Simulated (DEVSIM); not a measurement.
System: Si n+/n-/n+ resistor, at 300 K.

```csv
layer (left to right),material,thickness (μm),Nd (cm⁻³),τn (s),τp (s)
1,Si,0.500,1.1e17,4.1e-5,4.1e-5
2,Si,0.220,2e14,4.1e-5,4.1e-5
3,Si,0.0720,1e18,4.1e-5,4.1e-5
```

Left contact: ohmic. Right contact: ohmic. Voltage is applied to the left contact. Recombination: SRH at mid-gap. Mobility is μmin + (μ − μmin)/(1 + (N/Nref)^α).

The device is made up for the run: typed textbook-type constants, with dimensions and the other settings drawn at random. Values at 300 K.

```
parameter           Si
-------------  -------
gap (eV)         1.124
affinity (eV)     4.05
permittivity      11.7
Nc (cm⁻³)      2.86e19
Nv (cm⁻³)       3.1e19
μn (cm²/Vs)       1417
μp (cm²/Vs)        470
μn,min              52
μp,min              45
Nref,n          9.7e16
Nref,p          2.2e17
αn                0.68
αp                0.72
```

Model (solved in DEVSIM): 1D drift-diffusion, Boltzmann statistics, complete ionisation; no tunnelling, impact ionisation, image-force lowering or self-heating.

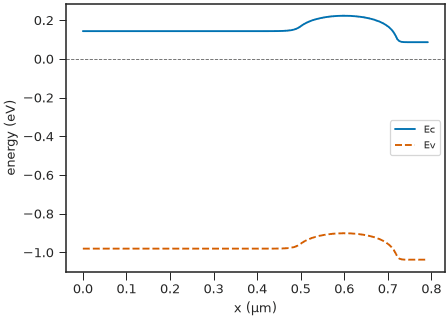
Band edges at zero bias

Energies count from the Fermi level of the right contact; mesh points crowd at the junctions.

```json
[
 {"x (μm)": "0.000", "Ec (eV)": "0.144", "Ev (eV)": "-0.980", "n (cm⁻³)": "1.1e17", "p (cm⁻³)": "1100", "field (V/cm)": "≈ 0"},
 {"x (μm)": "0.01481", "Ec (eV)": "0.144", "Ev (eV)": "-0.980", "n (cm⁻³)": "1.1e17", "p (cm⁻³)": "1100", "field (V/cm)": "≈ 0"},
 {"x (μm)": "0.04027", "Ec (eV)": "0.144", "Ev (eV)": "-0.980", "n (cm⁻³)": "1.1e17", "p (cm⁻³)": "1100", "field (V/cm)": "≈ 0"},
 {"x (μm)": "0.07745", "Ec (eV)": "0.144", "Ev (eV)": "-0.980", "n (cm⁻³)": "1.1e17", "p (cm⁻³)": "1100", "field (V/cm)": "≈ 0"},
 {"x (μm)": "0.1680", "Ec (eV)": "0.144", "Ev (eV)": "-0.980", "n (cm⁻³)": "1.1e17", "p (cm⁻³)": "1100", "field (V/cm)": "≈ 0"},
 {"x (μm)": "0.2696", "Ec (eV)": "0.144", "Ev (eV)": "-0.980", "n (cm⁻³)": "1.1e17", "p (cm⁻³)": "1100", "field (V/cm)": "≈ 0"},
 {"x (μm)": "0.3614", "Ec (eV)": "0.144", "Ev (eV)": "-0.980", "n (cm⁻³)": "1.1e17", "p (cm⁻³)": "1100", "field (V/cm)": "≈ 0"},
 {"x (μm)": "0.4383", "Ec (eV)": "0.144", "Ev (eV)": "-0.980", "n (cm⁻³)": "1.1e17", "p (cm⁻³)": "1100", "field (V/cm)": "160"},
 {"x (μm)": "0.4698", "Ec (eV)": "0.146", "Ev (eV)": "-0.978", "n (cm⁻³)": "1.0e17", "p (cm⁻³)": "1200", "field (V/cm)": "2000"},
 {"x (μm)": "0.4901", "Ec (eV)": "0.156", "Ev (eV)": "-0.968", "n (cm⁻³)": "6.9e16", "p (cm⁻³)": "1700", "field (V/cm)": "9200"},
 {"x (μm)": "0.5042", "Ec (eV)": "0.175", "Ev (eV)": "-0.949", "n (cm⁻³)": "3.2e16", "p (cm⁻³)": "3600", "field (V/cm)": "15000"},
 {"x (μm)": "0.5275", "Ec (eV)": "0.200", "Ev (eV)": "-0.924", "n (cm⁻³)": "1.2e16", "p (cm⁻³)": "9300", "field (V/cm)": "7600"},
 {"x (μm)": "0.5573", "Ec (eV)": "0.216", "Ev (eV)": "-0.908", "n (cm⁻³)": "6.7e15", "p (cm⁻³)": "17000", "field (V/cm)": "3600"},
 {"x (μm)": "0.5982", "Ec (eV)": "0.223", "Ev (eV)": "-0.901", "n (cm⁻³)": "5.1e15", "p (cm⁻³)": "23000", "field (V/cm)": "140"},
 {"x (μm)": "0.6576", "Ec (eV)": "0.210", "Ev (eV)": "-0.914", "n (cm⁻³)": "8.6e15", "p (cm⁻³)": "13000", "field (V/cm)": "-5200"},
 {"x (μm)": "0.6892", "Ec (eV)": "0.184", "Ev (eV)": "-0.940", "n (cm⁻³)": "2.3e16", "p (cm⁻³)": "5100", "field (V/cm)": "-12000"},
 {"x (μm)": "0.7087", "Ec (eV)": "0.151", "Ev (eV)": "-0.973", "n (cm⁻³)": "8.2e16", "p (cm⁻³)": "1400", "field (V/cm)": "-25000"},
 {"x (μm)": "0.7220", "Ec (eV)": "0.102", "Ev (eV)": "-1.022", "n (cm⁻³)": "5.5e17", "p (cm⁻³)": "210", "field (V/cm)": "-34000"},
 {"x (μm)": "0.7413", "Ec (eV)": "0.087", "Ev (eV)": "-1.037", "n (cm⁻³)": "9.9e17", "p (cm⁻³)": "120", "field (V/cm)": "-370"},
 {"x (μm)": "0.7574", "Ec (eV)": "0.087", "Ev (eV)": "-1.037", "n (cm⁻³)": "1.0e18", "p (cm⁻³)": "120", "field (V/cm)": "≈ 0"},
 {"x (μm)": "0.7746", "Ec (eV)": "0.087", "Ev (eV)": "-1.037", "n (cm⁻³)": "1.0e18", "p (cm⁻³)": "120", "field (V/cm)": "≈ 0"},
 {"x (μm)": "0.7920", "Ec (eV)": "0.087", "Ev (eV)": "-1.037", "n (cm⁻³)": "1.0e18", "p (cm⁻³)": "120", "field (V/cm)": "≈ 0"}
]
```
